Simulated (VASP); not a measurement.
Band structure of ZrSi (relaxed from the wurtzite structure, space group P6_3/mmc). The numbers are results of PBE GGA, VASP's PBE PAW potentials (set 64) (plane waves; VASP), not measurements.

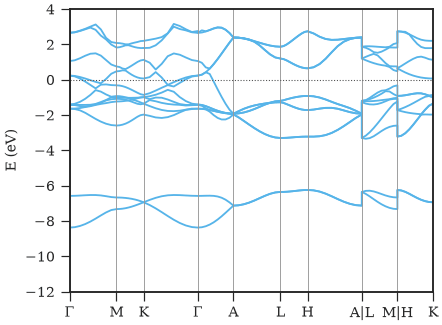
Bands along high-symmetry lines, zero at the valence-band maximum or, without a gap, the Fermi level

Q: Read the plot: is there a gap, and where are the band edges?

A: It has no gap at this level: it comes out as a metal or semimetal. (Edges off the drawn lines would not show.)

The structure was generated: ZrSi was put into the wurtzite type (P6_3mc), which need not be its known phase. It was relaxed first, which changed the volume by -32 %. The relaxed cell has space group P6_3/mmc.
